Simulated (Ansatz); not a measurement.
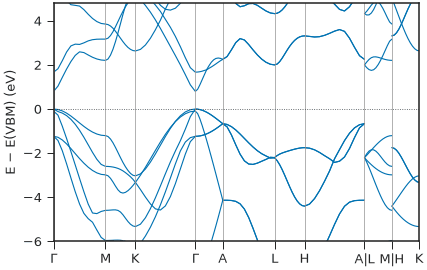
Figure. Band structure from the program Ansatz at the PBE level (PAW)

Read off the gap and where the band edges lie.

About 0.8 eV (0.80 eV by a search for the band edges); maximum at Γ, minimum at Γ.

Which compound is it?
A. GaN, P6_222 (Ga on 3d, N on 3c)
B. SnC, wurtzite
C. GaN, wurtzite
D. SiC, P6_3mc (Pearson symbol hP16)

B, SnC, wurtzite

The start of the workflow was typed in or built on a structure type; neither database checked (COD, Materials Project) lists it. Whether it is the stable phase at ambient conditions was not checked. Symmetry was held in the PBE relaxation; whether a distortion lowers the energy is not shown. Its formation energy is positive at this level, so the cell may be metastable or incomplete. Scalar-relativistic: spin–orbit coupling is off unless named, which matters more the heavier the elements.

Potentials: the later of the program's two PAW sets.
